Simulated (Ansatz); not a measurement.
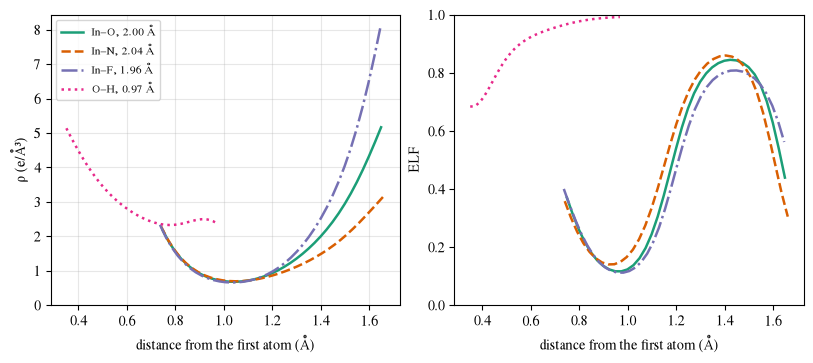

FH3InNO. Electron density and electron localisation function along straight lines between neighbouring atoms. The curves leave out the atomic cores.

Core potentials replace the inner electrons of In.

Level of theory: Ansatz, RKS B3LYP/def2-SVP.

| atom | x (Å) | y (Å) | z (Å) |
| --- | --- | --- | --- |
| N | -0.1443 | -0.6803 | -1.5408 |
| In | -0.0673 | 0.0389 | 0.3705 |
| O | 0.2630 | 1.8798 | 1.0738 |
| F | -0.6281 | -1.2037 | 1.7855 |
| H | -0.0634 | -1.6978 | -1.5656 |
| H | 0.5713 | -0.2945 | -2.1579 |
| H | 0.4419 | 2.5085 | 0.3598 |

Q: Compare the contacts.

A: In–O (2.00 Å): the density is about 0.7 e/Å³ at the midpoint; the ELF peaks at about 0.85 in the valence shell of O, 0.6 Å from its nucleus, and drops to about 0.10 between the two atoms.
In–N (2.04 Å): ρ at the midpoint is about 0.7 e/Å³; the ELF peaks at about 0.85 in the valence shell of N, 0.6 Å from its nucleus, and drops to about 0.15 between the two atoms.
In–F (1.96 Å): the density is about 0.69 e/Å³ at the midpoint; the ELF peaks at about 0.80 in the valence shell of F, 0.5 Å from its nucleus, and drops to about 0.10 between the two atoms.
O–H (0.97 Å): the density is about 3.6 e/Å³ at the midpoint; the ELF climbs to about 1 towards the hydrogen, as it does in any bond to H (a covalent bond by its length).
